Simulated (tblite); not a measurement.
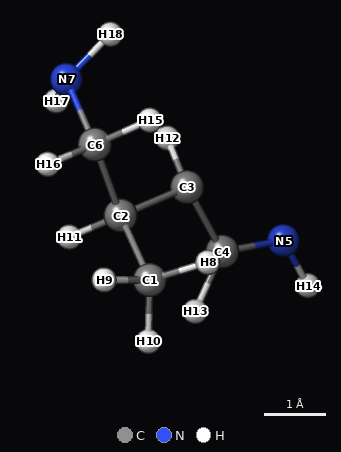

C₅H₁₁N₂ (multiplicity 2), before the relaxation. A ball-and-stick model, seen from a free direction.

All numbers below come from GFN2-xTB geometry optimisation, gas phase in tblite 0.8.0.

```xyz
18

C    -0.5264   -1.3652    0.9654
C    -0.3986   -0.3645   -0.1766
C     0.7697    0.5653    0.0109
C     2.0783   -0.1136    0.0828
N     3.1783    0.5002    0.3370
C    -1.6647    0.4599   -0.1372
N    -1.6278    1.4556   -1.1920
H    -0.4537   -0.8695    1.9628
H    -1.5834   -1.7331    0.9123
H     0.0874   -2.2570    0.8459
H    -0.3119   -0.8706   -1.1457
H     0.8219    1.3247   -0.7693
H     2.0673   -1.1938   -0.0503
H     4.0910    0.0238    0.3842
H    -1.6754    1.0400    0.8231
H    -2.5423   -0.2027   -0.2296
H    -0.8915    1.2197   -1.8619
H    -1.4269    2.3872   -0.7735
```

> Where does the relaxation end?

The energy falls by 122.8 kJ/mol in 172 geometry steps. The largest move after the best rigid fit is that of H12, 2.51 Å. By element the largest moves are H 2.51 Å, C 0.76 Å, N 0.54 Å. Some distances before and after: C3–C4 1.476 → 1.390 Å, C2–C6 1.511 → 1.570 Å, C2–C3 1.505 → 1.473 Å, C1–H8 1.116 → 1.087 Å. Bond angles that change, for instance: C2–C3–C4 114.2° → 124.0°, C4–C3–H12 108.2° → 117.6°, C4–N5–H14 123.1° → 114.2°. Groups turn about C6–N7 by about 45°. The run took 0.84 s on 1 thread of Arm Neoverse V2, on a shared host.

Step by step:

```
step  E − E(0), kJ/mol
   0              0.00
   1            -27.86
   2            -48.62
   3            -59.89
   4            -67.09
   5            -71.47
   6            -78.41
   7            -84.38
   8            -88.30
   9            -90.91
  10            -92.96
  19           -100.81
  27           -104.13
  36           -106.96
  44           -107.32
  53           -108.03
  61           -108.77
  70           -109.53
  78           -109.86
  87           -110.69
  95           -112.06
 104           -113.81
 112           -116.17
 121           -118.30
 129           -119.70
 138           -121.67
 146           -122.14
 155           -122.35
 163           -122.70
 172           -122.81
```

Final geometry:

```xyz
18

C    -0.9665   -1.5089    1.1323
C    -0.3823   -0.5677    0.0783
C     0.8948    0.0174    0.5227
C     1.9838    0.2328   -0.3141
N     3.0541    0.8103    0.1323
C    -1.4204    0.5761   -0.2036
N    -1.1018    1.4470   -1.2985
H    -1.1676   -0.9692    2.0544
H    -1.8964   -1.9456    0.7763
H    -0.2663   -2.3122    1.3480
H    -0.2378   -1.1141   -0.8621
H     0.9733    0.3591    1.5433
H     1.8837   -0.1163   -1.3535
H     3.7922    0.9116   -0.5597
H    -1.5226    1.1838    0.6982
H    -2.3841    0.1060   -0.4176
H    -0.9964    0.9316   -2.1649
H    -0.2485    1.9648   -1.1234
```

The end point in the same view:

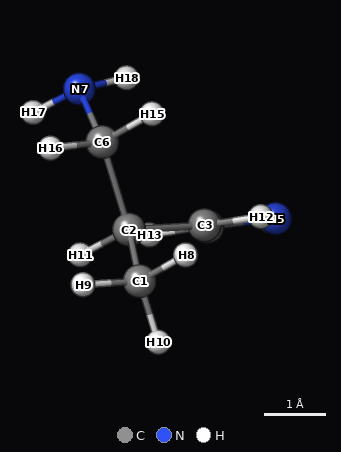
